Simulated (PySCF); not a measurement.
# C2H11BSi2: what the fields show

```yaml
atoms:
  - { symbol: B, position_ang: [-2.0004, 1.5581, -0.8085] }
  - { symbol: Si, position_ang: [-0.7966, 0.4886, 0.3071] }
  - { symbol: C, position_ang: [-1.2688, -1.3589, 0.4253] }
  - { symbol: C, position_ang: [0.9581, 0.5838, -0.4804] }
  - { symbol: Si, position_ang: [2.3190, -0.4755, 0.3117] }
  - { symbol: H, position_ang: [-2.1700, 2.6988, -0.6092] }
  - { symbol: H, position_ang: [-2.5380, 1.1111, -1.7475] }
  - { symbol: H, position_ang: [-0.6242, 0.9330, 1.7123] }
  - { symbol: H, position_ang: [-2.2544, -1.4855, 0.8648] }
  - { symbol: H, position_ang: [-0.5645, -1.9130, 1.0376] }
  - { symbol: H, position_ang: [-1.2876, -1.8236, -0.5568] }
  - { symbol: H, position_ang: [1.2749, 1.6275, -0.4620] }
  - { symbol: H, position_ang: [0.8821, 0.3180, -1.5362] }
  - { symbol: H, position_ang: [3.6155, -0.1266, -0.2832] }
  - { symbol: H, position_ang: [2.0665, -1.8961, 0.0605] }
  - { symbol: H, position_ang: [2.3808, -0.2306, 1.7530] }
```

Geometry: GFN2-xTB.

Level of theory: CAM-B3LYP/def2-SVPD, SCF density, gas phase in PySCF.

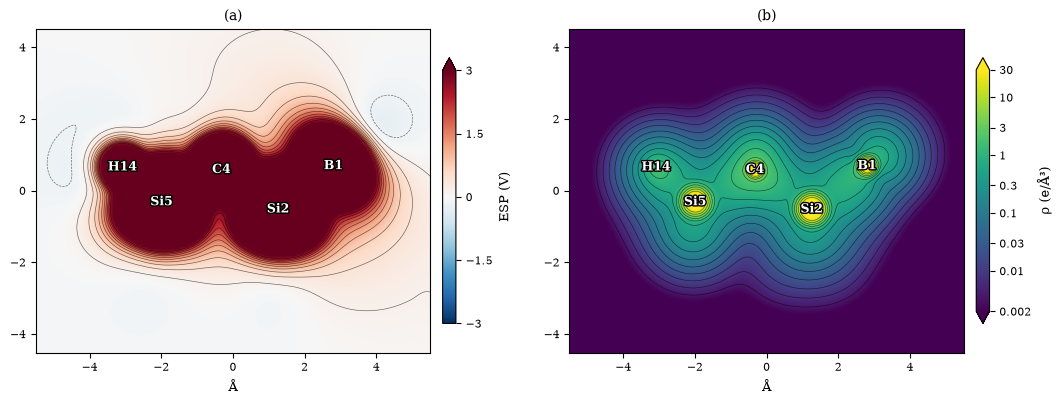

Figure 1. (a) molecular electrostatic potential; (b) total electron density on the plane of atoms B1, Si2 and C4.

**What do the fields say about this system?**

Atoms in the plane: B, Si, C and H. C–Si (1.90 Å): the density is about 0.91 e/Å³ at the midpoint. Si–B (1.96 Å): the density is about 0.88 e/Å³ at the midpoint. Si–H (1.47 Å): the density is about 0.78 e/Å³ at the midpoint. The potential has no marked negative region in this plane.

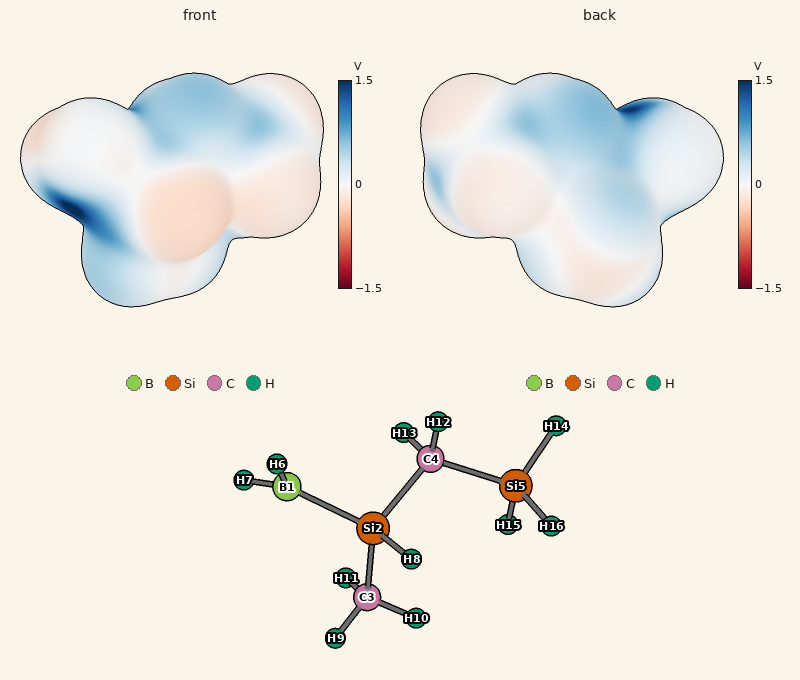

Figure 2. The molecular electrostatic potential painted on the density surface at 0.001 e/bohr³, seen from the front and from behind; red is negative and blue positive. The bare structure is drawn below in the same view.

**Which sites attract a positive test charge, and which a negative one?**

A positive charge is drawn to the negative regions and a negative charge to the positive ones. The most negative region (about −0.3 V) lies over H8, the most positive (about +1.4 V) over B1.
